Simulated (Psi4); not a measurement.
Excited-state calculation, with input and output: TiH₄ (part 2 of 3)

The same run, continued: TiH₄, SMILES [H][Ti]([H])([H])[H]; EOM-CC2/def2-SV(P), RHF, ZORA (Psi4 1.11). The geometry comes from this level: GFN2-xTB.

Geometry of the input (Å):
```
Ti -0.0000  -0.0002  -0.0001
H  0.0110  -0.0168  1.7310
H  1.6289  0.0104  -0.5863
H  -0.8243  1.4165  -0.5575
H  -0.8156  -1.4099  -0.5870
```

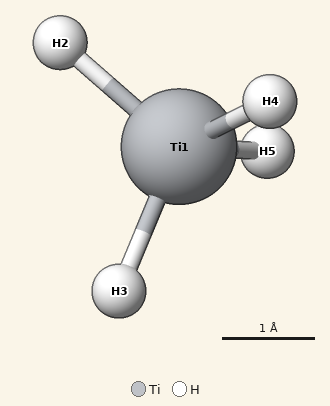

Figure 1. The input geometry (ball-and-stick view, seen at a tilt; atoms are numbered from 1 in the order of the input). Sticks mark near contacts.

What the program printed, continued
```
    Opposite-spin MP2 correlation energy      =   -0.185298587112771
    Same-spin MP2 correlation energy          =   -0.056535971031151
    Singles MP2 correlation energy            =   -0.000000000000000
    MP2 correlation energy                    =   -0.241834558143922
      * MP2 total energy                      = -857.127634031812931
    CC2 correlation energy                    =   -0.248597567090276
      * CC2 total energy                      = -857.134397040759268

			**************************
			*                        *
			*         CCHBAR         *
			*                        *
			**************************

	**********************************************************
	*  CCEOM: An Equation of Motion Coupled Cluster Program  *
	**********************************************************

	Nuclear Rep. energy (wfn)     =   28.021838281682800
	SCF energy          (wfn)     = -856.885799473668726
	Reference energy    (file100) = -856.885799473668953
	CC2 energy          (file100) =   -0.248597567090276

	Input parameters:
	-----------------
	Reference wfn   =     RHF
	Reference EOM wfn=     RHF
	Memory (Mbytes) =  1600.0
	ABCD            =     NEW
	Cache Level     =    2
	Cache Type      =     LRU
	Num. of threads =     1
	Local CC        =     No

	CCEOM parameters:
	-----------------
	States sought per irrep     = A 3,
	Max. number of iterations   =    80
	Vectors stored per root     =    12
	Print HbarSS iterations?    =     0
	Excitation range for HBarSS =     2
	Eigenvalue tolerance        = 1.0e-05
	Eigenvalue toleranceSS      = 1.0e-06
	Residual vector tolerance   = 1.0e-04
	Residual vector toleranceSS = 1.0e-06
	Complex tolerance           = 1.0e-12
	Root for properties         =     3
	Sym of state for properties =      A
	Guess vectors taken from    = SINGLES
	Restart EOM CC3             = NO
	Collapse with last vector   = YES

Fae   dot Fae   total    6.8636653039
Fmi   dot Fmi   total 36041.4573024936
Fme   dot Fme   total    0.0016775536
WMBIJ dot WMBIJ total    0.0000000000
Wmbij dot Wmbij total    0.0000000000
WMbIj dot WMbIj total    0.0000000000
WmBiJ dot WmBiJ total    0.0000000000
Symmetry of ground state: A
Symmetry of excited state: A
Symmetry of right eigenvector: A
Seeking states with multiplicity of 1
Obtaining initial guess from singles-singles block of Hbar...Done.

Iter=1    L=3     Root    EOM Energy     Delta E   Res. Norm    Conv?
                     1   0.2166280664   2.17e-01    3.73e-01      N
                     2   0.2166460577   2.17e-01    3.73e-01      N
                     3   0.2166541473   2.17e-01    3.73e-01      N
Iter=2    L=6     Root    EOM Energy     Delta E   Res. Norm    Conv?
                     1   0.1300143689  -8.66e-02    4.65e-02      N
                     2   0.1300257438  -8.66e-02    4.65e-02      N
                     3   0.1300409675  -8.66e-02    4.65e-02      N
Iter=3    L=9     Root    EOM Energy     Delta E   Res. Norm    Conv?
                     1   0.1259651204  -4.05e-03    3.38e-02      N
                     2   0.1259769352  -4.05e-03    3.38e-02      N
                     3   0.1259978874  -4.04e-03    3.37e-02      N
Iter=4    L=12    Root    EOM Energy     Delta E   Res. Norm    Conv?
                     1   0.1240984460  -1.87e-03    3.11e-02      N
                     2   0.1241109313  -1.87e-03    3.11e-02      N
                     3   0.1241363016  -1.86e-03    3.11e-02      N
Iter=5    L=15    Root    EOM Energy     Delta E   Res. Norm    Conv?
                     1   0.1221212144  -1.98e-03    1.64e-02      N
                     2   0.1221332159  -1.98e-03    1.64e-02      N
                     3   0.1221594664  -1.98e-03    1.64e-02      N
Iter=6    L=18    Root    EOM Energy     Delta E   Res. Norm    Conv?
                     1   0.1219327040  -1.89e-04    5.82e-03      N
                     2   0.1219444556  -1.89e-04    5.82e-03      N
                     3   0.1219703133  -1.89e-04    5.83e-03      N
Iter=7    L=21    Root    EOM Energy     Delta E   Res. Norm    Conv?
                     1   0.1218912281  -4.15e-05    1.51e-03      N
                     2   0.1219029385  -4.15e-05    1.51e-03      N
                     3   0.1219287305  -4.16e-05    1.51e-03      N
Iter=8    L=24    Root    EOM Energy     Delta E   Res. Norm    Conv?
                     1   0.1218836007  -7.63e-06    2.68e-04      N
                     2   0.1218953069  -7.63e-06    2.68e-04      N
                     3   0.1219210966  -7.63e-06    2.68e-04      N
Iter=9    L=27    Root    EOM Energy     Delta E   Res. Norm    Conv?
                     1   0.1218835666  -3.41e-08    3.73e-05      Y
                     2   0.1218952724  -3.44e-08    3.85e-05      Y
                     3   0.1219210624  -3.41e-08    3.64e-05      Y
Collapsing to only 3 vector(s).

Procedure converged for 3 root(s).
Energy written to CC_INFO:Etot -857.0124759783
States per irrep written to CC_INFO.
EOM CC2 R0 for root 0 =  -0.00000010446
EOM CC2 R0 for root 1 =  -0.00000003131
EOM CC2 R0 for root 2 =   0.00000000088

Final Energetic Summary for Converged Roots of Irrep A
                     Excitation Energy              Total Energy
                (eV)     (cm^-1)     (au)             (au)
EOM State 1      3.317    26750.4   0.1218835666  -857.012513474188

Largest components of excited wave function #1:
 RIA (libdpd indices) : (cscf notation)
        12 >   3      :       13a >    17a :   -0.5858163531
        12 >   4      :       13a >    18a :   -0.2272830135
        11 >   3      :       12a >    17a :    0.1286768394
        10 >   4      :       11a >    18a :   -0.1172431884
        10 >   3      :       11a >    17a :   -0.1014666334
 RIjAb (libdpd indices)     : (cscf notation)
       11  12 >   1   3     :    12a    13a >    15a    17a :   -0.0495756683
       12  11 >   3   1     :    13a    12a >    17a    15a :   -0.0495756683
       12  12 >   0   3     :    13a    13a >    14a    17a :   -0.0427773536
       12  12 >   3   0     :    13a    13a >    17a    14a :   -0.0427773536
       12  12 >   2   3     :    13a    13a >    16a    17a :   -0.0387758756
EOM State 2      3.317    26752.9   0.1218952724  -857.012501768327

Largest components of excited wave function #2:
 RIA (libdpd indices) : (cscf notation)
        11 >   3      :       12a >    17a :   -0.5003930240
        11 >   4      :       12a >    18a :    0.4057871722
        12 >   3      :       13a >    17a :   -0.1362093366
        10 >   0      :       11a >    14a :   -0.0773969522
        12 >   2      :       13a >    16a :   -0.0715743578
 RIjAb (libdpd indices)     : (cscf notation)
       11  11 >   1   3     :    12a    12a >    15a    17a :   -0.0467660519
       11  11 >   3   1     :    12a    12a >    17a    15a :   -0.0467660519
       11  11 >   1   4     :    12a    12a >    15a    18a :    0.0385341391
       11  11 >   4   1     :    12a    12a >    18a    15a :    0.0385341391
       11  12 >   3   0     :    12a    13a >    17a    14a :   -0.0342235591
EOM State 3      3.318    26758.6   0.1219210624  -857.012475978322

Largest components of excited wave function #3:
 RIA (libdpd indices) : (cscf notation)
        10 >   4      :       11a >    18a :   -0.6343161511
        12 >   4      :       13a >    18a :    0.1301226029
        12 >   1      :       13a >    15a :   -0.0986303367
        10 >   3      :       11a >    17a :   -0.0858598807
        11 >   0      :       12a >    14a :    0.0809562706
 RIjAb (libdpd indices)     : (cscf notation)
       10  11 >   4   1     :    11a    12a >    18a    15a :   -0.0520472385
       11  10 >   1   4     :    12a    11a >    15a    18a :   -0.0520472385
       10  10 >   2   4     :    11a    11a >    16a    18a :    0.0433576805
       10  10 >   4   2     :    11a    11a >    18a    16a :    0.0433576805
       10  10 >   0   4     :    11a    11a >    14a    18a :   -0.0422177055

	Putting into environment energy for root of R irrep 1 and root 3.
	Putting into environment CURRENT ENERGY:             -857.0124759783

	Total # of sigma evaluations: 27

			**************************
			*        CCLAMBDA        *
			**************************

	Nuclear Rep. energy (wfn)     =   28.021838281682800
	Reference           (wfn)     =                    0
	SCF energy          (wfn)     = -856.885799473668726
	Reference energy    (CC_INFO) = -856.885799473668953
	CC2 energy          (CC_INFO) =   -0.248597567090276
	Total CC2 energy    (CC_INFO) = -857.134397040759268

	Input parameters:
	-----------------
	Maxiter           =     50
	Convergence       = 1.0e-04
	Restart           =     No
	Cache Level       =     2
	Model III         =     No
	DIIS              =     Yes
	AO Basis          =     No
	ABCD              =     NEW
	Local CC          =     No
	Parameters for left-handed eigenvectors:
	    Irr   Root  Ground-State?    EOM energy        R0
	  1   0     0        Yes       0.0000000000   1.0000000000
	  2   0     1         No       0.1218835666  -0.0000001045
	  3   0     2         No       0.1218952724  -0.0000000313
	  4   0     3         No       0.1219210624   0.0000000009
	Labels for eigenvector 1:
	LIA 0 -1, Lia 0 -1, LIJAB 0 -1, Lijab 0 -1, LIjAb 0 -1, 2LIjAb - LIjbA 0 -1
	Labels for eigenvector 2:
	LIA 0 0, Lia 0 0, LIJAB 0 0, Lijab 0 0, LIjAb 0 0, 2LIjAb - LIjbA 0 0
	Labels for eigenvector 3:
	LIA 0 1, Lia 0 1, LIJAB 0 1, Lijab 0 1, LIjAb 0 1, 2LIjAb - LIjbA 0 1
	Labels for eigenvector 4:
	LIA 0 2, Lia 0 2, LIJAB 0 2, Lijab 0 2, LIjAb 0 2, 2LIjAb - LIjbA 0 2
	Deleting old CC_LAMBDA data.
	Symmetry of left-hand state: A
	Symmetry of left-hand eigenvector: A

	          Solving Lambda Equations
	          ------------------------
	Iter     PseudoEnergy or Norm         RMS
	----     ---------------------     --------
	   0        -0.250678437934357    0.000e+00
	   1        -0.250340363507909    6.102e-02
	   2        -0.248043857334733    1.456e-02
	   3        -0.246783773661341    1.141e-02
	   4        -0.246322320652206    3.175e-03
	   5        -0.246304229148370    6.496e-04
	   6        -0.246309675127614    9.450e-05

	Largest LIA Amplitudes:
	         11   1        -0.0224380520
	         12   0        -0.0176167882
	         10   2         0.0163467214
	         12   2        -0.0155406430
	         10   0        -0.0154680855
	          9   5        -0.0150414818
	         11  17        -0.0125402505
	         12  16        -0.0125392584
	         10  18        -0.0125305002
	         10   6        -0.0116217861

	Largest LIjAb Amplitudes:
	 11  11   1   1        -0.0529251268
	 12  12   0   0        -0.0363835473
	 12  12   2   2        -0.0337024714
	 10  10   0   0        -0.0335912838
	 10  10   2   2        -0.0332920479
	 11  12   1   0        -0.0299151135
	 12  11   0   1        -0.0299151135
	  6   6   3   3        -0.0279811876
	 10  11   2   1         0.0272071663
	 11  10   1   2         0.0272071663

	Iterations converged.

	Overlap <L|e^T> =        0.86383289056
	Symmetry of left-hand state: A
	Symmetry of left-hand eigenvector: A
	Initial overlap of initial guess <L|R> =    1.0000000000
	Checking overlap of initial guess <L|R> =    1.0000000000

	          Solving Lambda Equations
	          ------------------------
	Iter     PseudoEnergy or Norm         RMS
	----     ---------------------     --------
	   0         0.000000017035436    9.450e-05
	   1         0.000000005788145    1.812e-02
	   2        -0.000000000681113    2.527e-03
	   3         0.000000001498811    5.996e-04
	   4        -0.000000000000327    2.427e-04
	   5         0.000000000777071    7.439e-05

	Initial  <L|R>  =        0.9979484219
	Normalizing L...
	L0 * R0 =       -0.0000000000
	L1 * R1 =        0.9253073217
	L2 * R2 =        0.0746926783
	 <L|R>  =        1.0000000000
	Pseudoenergy or Norm of normalized L =    0.000000000778668

	Largest LIA Amplitudes:
	         12   3        -0.5845428646
	         12   4        -0.2267498229
	         11   3         0.1283980100
	         10   4        -0.1169799005
	         10   3        -0.1012386854
	         10   1        -0.1002000103
	         11   2        -0.0752271210
	         11   0         0.0658873625
	         12  13         0.0594798830
	         11   4        -0.0369480750

	Largest LIjAb Amplitudes:
	 11  12   1   3        -0.0528903372
	 12  11   3   1        -0.0528903372
	 12  12   0   3        -0.0453521763
	 12  12   3   0        -0.0453521763
	 12  12   2   3        -0.0407206117
	 12  12   3   2        -0.0407206117
	 10  12   2   3         0.0358367469
	 12  10   3   2         0.0358367469
	 10  12   0   3        -0.0340666363
	 12  10   3   0        -0.0340666363

	Iterations converged.

	Symmetry of left-hand state: A
	Symmetry of left-hand eigenvector: A
	Initial overlap of initial guess <L|R> =    1.0000000000
	Checking overlap of initial guess <L|R> =    1.0000000000

	          Solving Lambda Equations
	          ------------------------
	Iter     PseudoEnergy or Norm         RMS
	----     ---------------------     --------
	   0         0.000000008980041    7.439e-05
	   1         0.000000008323106    1.812e-02
	   2         0.000000003249828    2.527e-03
	   3         0.000000004573518    5.997e-04
	   4         0.000000002987348    2.430e-04
	   5         0.000000003378047    7.538e-05

	Initial  <L|R>  =        0.9979489175
	Normalizing L...
	L0 * R0 =       -0.0000000000
	L1 * R1 =        0.9253221257
	L2 * R2 =        0.0746778743
	 <L|R>  =        1.0000000000
	Pseudoenergy or Norm of normalized L =    0.000000003384990

	Largest LIA Amplitudes:
	         11   3        -0.4993243896
	         11   4         0.4048553819
	         12   3        -0.1359166685
	         10   0        -0.0772293954
	         12   2        -0.0714663149
	         10   2        -0.0706658474
	         12   0         0.0683055975
	         11  13         0.0502938309
	         10   4         0.0470678754
	         11  14         0.0414938871

	Largest LIjAb Amplitudes:
	 11  11   1   3        -0.0495159061
	 11  11   3   1        -0.0495159061
	 11  11   1   4         0.0406150265
	 11  11   4   1         0.0406150265
	 11  12   3   0        -0.0364760247
	 12  11   0   3        -0.0364760247
	 11  12   3   2        -0.0318605930
	 12  11   2   3        -0.0318605930
	 10  11   2   3         0.0294726372
	 11  10   3   2         0.0294726372

	Iterations converged.

	Symmetry of left-hand state: A
	Symmetry of left-hand eigenvector: A
	Initial overlap of initial guess <L|R> =    1.0000000000
	Checking overlap of initial guess <L|R> =    1.0000000000

	          Solving Lambda Equations
	          ------------------------
	Iter     PseudoEnergy or Norm         RMS
	----     ---------------------     --------
	   0        -0.000000000046200    7.538e-05
	   1         0.000000000004772    1.812e-02
	   2         0.000000000070543    2.526e-03
	   3         0.000000000093501    5.995e-04
	   4         0.000000000135497    2.428e-04
	   5         0.000000000148678    7.476e-05

	Initial  <L|R>  =        0.9979500064
	Normalizing L...
	L0 * R0 =        0.0000000000
	L1 * R1 =        0.9253624092
	L2 * R2 =        0.0746375908
	 <L|R>  =        1.0000000000
	Pseudoenergy or Norm of normalized L =    0.000000000148983

	Largest LIA Amplitudes:
	         10   4        -0.6329205004
	         12   4         0.1298414697
	         12   1        -0.0984552513
	         10   3        -0.0856874829
	         11   0         0.0807986532
	         12   3         0.0790631591
	         11   2         0.0660705687
	         10  14        -0.0641215015
	         11   4         0.0451061813
	         11   3        -0.0420451498

	Largest LIjAb Amplitudes:
	 10  11   4   1        -0.0556824546
	 11  10   1   4        -0.0556824546
	 10  10   2   4         0.0459490404
	 10  10   4   2         0.0459490404
	 10  10   0   4        -0.0443461129
	 10  10   4   0        -0.0443461129
	 10  12   4   0        -0.0422476260
	 12  10   0   4        -0.0422476260
	 10  12   4   2        -0.0377324447
	 12  10   2   4        -0.0377324447

	Iterations converged.

	<L|R> overlap matrix with ROHF quantities (-99 => 0 by symmetry)
```
